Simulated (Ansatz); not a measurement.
# C2H6Si (SMILES C[Si]C) at PBE0/6-311+G(d,p)

What is the energy change on altering one bond length of C2H6Si at PBE0/6-311+G**? 

Program for the calculation: Ansatz 0.2.0.

34 further runs of the same task are left out: 34 set aside as unsound or not needed.

## 1. The molecule

C2H6Si: 9 atoms, total charge 0, spin state singlet. As SMILES, `C[Si]C`. The coordinates come from a PBE0-D4/def2-TZVP relaxation.

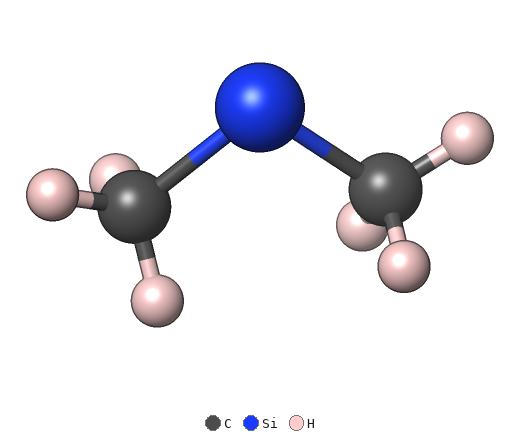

The structure, seen from a chosen angle (carbon dark grey, silicon blue, hydrogen pink).

## 2. A single-point energy at PBE0/6-311+G(d,p)

Input file input.yaml:

```yaml
crystal:
  periodic: [false, false, false]
  atoms:
    - {symbol: C, position_ang: [-0.527400, 1.047300, -0.805300]}
    - {symbol: Si, position_ang: [0.896800, -0.199700, -0.912800]}
    - {symbol: C, position_ang: [0.601900, -1.069400, 0.746000]}
    - {symbol: H, position_ang: [-1.430700, 0.480400, -1.082200]}
    - {symbol: H, position_ang: [-0.439700, 1.875000, -1.511000]}
    - {symbol: H, position_ang: [-0.703500, 1.436700, 0.202600]}
    - {symbol: H, position_ang: [-0.455600, -1.193000, 1.001000]}
    - {symbol: H, position_ang: [1.117900, -2.026600, 0.837300]}
    - {symbol: H, position_ang: [1.028800, -0.397000, 1.507100]}
basis:
  gaussian: {orbitals: 6-311+G_st__st_-spherical.json}
output: {orbitals: {seedname: orbitals}}
accuracy: high
hamiltonian: {xc: pbe0}
```

The basis set 6-311+G** is read from a file made from the Basis Set Exchange's data (not shown).

Command:

```bash
$ ansatz run input.yaml --threads 1 --pin off --max-ram 3480MiB --events-out events.jsonl --progress --plain --runs-dir runs
```

The program printed:

```text
Warning: RAYON_NUM_THREADS=1 ignored (pool sized by the plan → 1); use --threads N
Functional definition: PBE0
  name "PBE0"
  parameter a = 0.25
  parameter kappa = 0.804
  parameter beta = 0.06672455060314922
  exchange = (1 - a)*pbe_x(kappa = kappa, mu = beta*pi^2/3) + a*exact_x
  correlation = pbe_c(beta = beta)
2140 factors; integrals over basis functions are off by at most 4.3e-9 eV
mean field evaluation 1: about -10031.2834 eV, gradient 7.1e1 eV
mean field evaluation 2: about -10024.9714 eV, gradient 8.0e1 eV
mean field evaluation 4: about -10042.8566 eV, gradient 1.5e0 eV
mean field evaluation 8: about -10042.8593 eV, gradient 1.6e-2 eV
mean field evaluation 16: about -10042.8593 eV, gradient 8.7e-7 eV
mean field -10042.85928356 eV, -369.0682713762 hartree, gradient 7.5e-8 eV, S^2 0.000000; 0 other end points of the search recorded, 0 dependent functions left out
reference -10042.85928781 eV, -369.0682715326 hartree; 16, 16 occupied and 94, 94 virtual orbitals, 2140 factors
Total energy: -10042.85928781 eV, -369.0682715326 hartree
```

Wall time 6.3 s (1 thread of Arm Neoverse V2, shared host); peak memory 0.34 GiB.

## 3. The distorted shape at the same level

Input file input.yaml:

```yaml
crystal:
  periodic: [false, false, false]
  atoms:
    - {symbol: C, position_ang: [-0.655451, 0.845610, -1.033597]}
    - {symbol: Si, position_ang: [0.768749, -0.401390, -1.141097]}
    - {symbol: C, position_ang: [0.473849, -1.271090, 0.517703]}
    - {symbol: H, position_ang: [-1.558751, 0.278710, -1.310497]}
    - {symbol: H, position_ang: [-0.567751, 1.673310, -1.739297]}
    - {symbol: H, position_ang: [-0.831551, 1.235010, -0.025697]}
    - {symbol: H, position_ang: [-0.583651, -1.394690, 0.772703]}
    - {symbol: H, position_ang: [0.989849, -2.228290, 0.609003]}
    - {symbol: H, position_ang: [1.028800, -0.397000, 1.507100]}
basis:
  gaussian:
    orbitals: 6-311+G_st__st_-spherical.json
hamiltonian:
  xc: pbe0
output:
  orbitals: {seedname: orbitals}
accuracy: high
```

The basis set 6-311+G** is read from a file made from the Basis Set Exchange's data (not shown).

Command:

```bash
$ ansatz run input.yaml --threads 1 --pin off --max-ram 3480MiB --events-out events.jsonl --progress --plain --runs-dir runs
```

The program printed:

```text
Warning: RAYON_NUM_THREADS=1 ignored (pool sized by the plan → 1); use --threads N
[... 7 set-up lines as earlier in the session ...]
2155 factors; integrals over basis functions are off by at most 5.1e-9 eV
mean field evaluation 1: about -10030.4064 eV, gradient 7.0e1 eV
mean field evaluation 2: about -10022.7553 eV, gradient 8.1e1 eV
mean field evaluation 4: about -10041.8791 eV, gradient 2.4e0 eV
mean field evaluation 8: about -10041.8893 eV, gradient 2.6e-2 eV
mean field evaluation 16: about -10041.8893 eV, gradient 5.4e-6 eV
mean field -10041.88931263 eV, -369.0326256020 hartree, gradient 9.4e-8 eV, S^2 0.000000; 0 other end points of the search recorded, 0 dependent functions left out
reference -10041.88931688 eV, -369.0326257584 hartree; 16, 16 occupied and 94, 94 virtual orbitals, 2155 factors
Total energy: -10041.88931688 eV, -369.0326257584 hartree
```

Wall time 6.3 s (1 thread of Arm Neoverse V2, shared host); peak memory 0.34 GiB.

## 4. Outcome

Level: PBE0/6-311+G**.

| quantity | value |
| --- | --- |
| first shape: total energy | -369.06827 Eh |
| first shape: HOMO energy | -5.98 eV |
| first shape: LUMO energy | -2.14 eV |
| first shape: HOMO–LUMO gap | 3.84 eV |
| distorted shape: total energy | -369.03263 Eh |
| distorted shape: HOMO energy | -6.03 eV |
| distorted shape: LUMO energy | -2.19 eV |
| distorted shape: HOMO–LUMO gap | 3.84 eV |
| energy change with the C3–H9 bond stretched from 1.102 to 1.432 Å | 0.970 eV |

In words: With the C3–H9 bond stretched from 1.102 to 1.432 Å the energy rises by 0.97 eV (22.4 kcal/mol). The first shape isn't relaxed at this level, so the change isn't measured from a minimum.
